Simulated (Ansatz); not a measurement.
# Calculations on BH3SOF2

### Relaxation

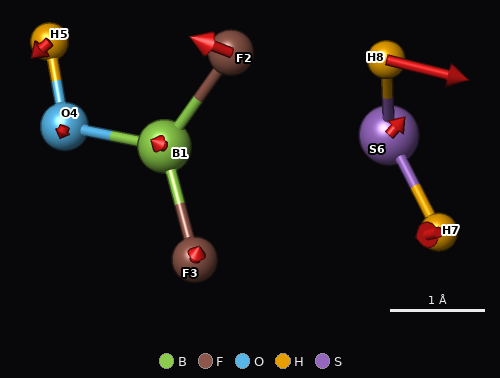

A relaxation of BH$_{3}$SOF$_{2}$. The starting structure is drawn; red arrows show the displacements, at their true length. The two geometries are superimposed by the best rigid fit.

Style: ball-and-stick. Shown at a tilt.

The run prepares an end point of a later path (reaction) calculation, from a guessed geometry.

The calculation used RHF/def2-SVP in Ansatz 0.2.0. (no spin polarisation; force threshold 0.03 eV/Å; at most 50 steps)

Atoms of which element are displaced furthest, and by how much?

Hydrogen: up to 0.92 Å, against 0.53 Å for fluorine.

Describe the change and its energy.

After 17 accepted moves (24 points after the start) the energy has fallen by 3.66 kcal/mol. The largest force component goes from 1.1 to 0.025 eV/Å. The line search rejected the trial steps at points 5, 8, 12, 13, 15, 21, 23 of the run. The forces were under the threshold at step 9, but the run went on from there. The largest move after the best rigid fit is that of H8, 0.92 Å. Largest moves by element: H 0.92 Å, F 0.53 Å, S 0.27 Å, B 0.20 Å, O 0.15 Å. Among the contacts that change: S6–H8 1.371 → 1.335 Å, B1–F2 1.323 → 1.316 Å. Cost: 47 s on 1 thread of Arm Neoverse V1, on a shared host, peak memory 0.16 GiB.

Limits of the set-up: Hartree-Fock leaves out electron correlation.

### Relaxation

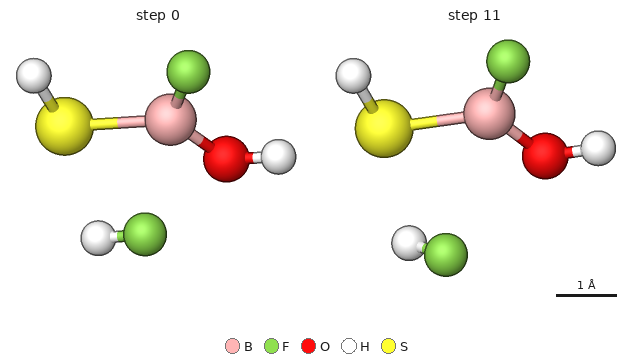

The structure of BH3SOF2 before (left) and after (right) a relaxation, at one scale.

Style: ball-and-stick. Shown at a tilt.

The run prepares an end point of a later path (reaction) calculation, from a guessed geometry.

All numbers below come from Ansatz 0.2.0, RHF/def2-SVP. Settings: no spin polarisation; force threshold 0.03 eV/Å; at most 50 steps.

What changed between the two?

Answer. The energy falls by 6.37 kJ/mol in 10 accepted moves (11 points after the start). Largest force component: 0.66 eV/Å at the start, 0.0092 eV/Å at the end. The line search rejected the trial step at point 2 of the run. An F atom moves most after the best rigid fit: 0.47 Å. By element the largest moves are F 0.47 Å, H 0.18 Å, B 0.13 Å, S 0.09 Å, O 0.07 Å. Among the contacts that change: B–S 1.870 → 1.834 Å, F–H 0.911 → 0.905 Å. The run took 26 s on 1 thread of Arm Neoverse V1 (shared host), peak memory 0.16 GiB.

Limits of the set-up: the start holds two separate molecules, 2.5 Å apart at their closest, whose relative position is a soft coordinate and is computed without a dispersion correction; Hartree-Fock leaves out electron correlation.

### Path

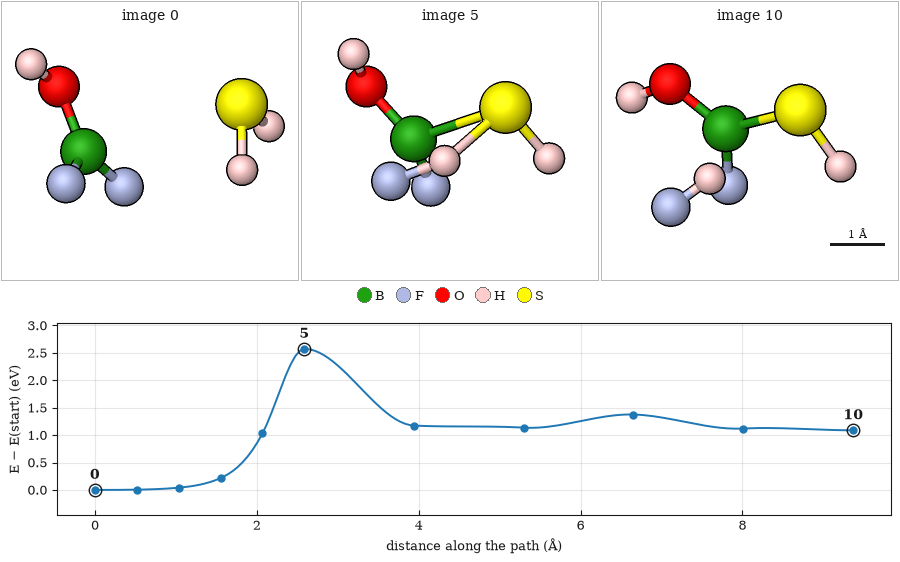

A search for the minimum-energy path of BH3SOF2, made up at the start of BHOF₂ and H2S by the nudged elastic band. Images are numbered from 0 (start) to 10 (end). Style: ball-and-stick. Shown at a tilt.

Level of theory: RHF/def2-SVP (Ansatz 0.2.0). Set-up: 9 movable images; climbing image; force threshold 0.05 eV/Å; iteration limit 60; starting path through a guess of the saddle point.

Q: Read off the barrier and say what moves.

A: The path has more than one stage, and so few images may leave a stage unresolved. Breaking: B–F (1.32 → 3.10 Å), H–S (1.34 → 2.60 Å). Forming: B–S (3.42 → 1.83 Å), F–H (3.42 → 0.91 Å). Forward barrier 2.57 eV, backward barrier 1.49 eV, with image 5 at the top; the reaction energy is +1.09 eV. The band converged in 48 iterations. The largest component of the band force went from 45 to 0.048 eV/Å. The climbing image converged on the top of the path. Its vibrational analysis gives one imaginary mode (1546i cm⁻¹), as a transition state must have.

Limits of the set-up: the start holds two separate molecules, 3.2 Å apart at their closest, whose relative position is a soft coordinate and is computed without a dispersion correction; Hartree-Fock leaves out electron correlation.

Cost: 11 min on 1 thread of Arm Neoverse V1 (shared host), peak memory 0.16 GiB.
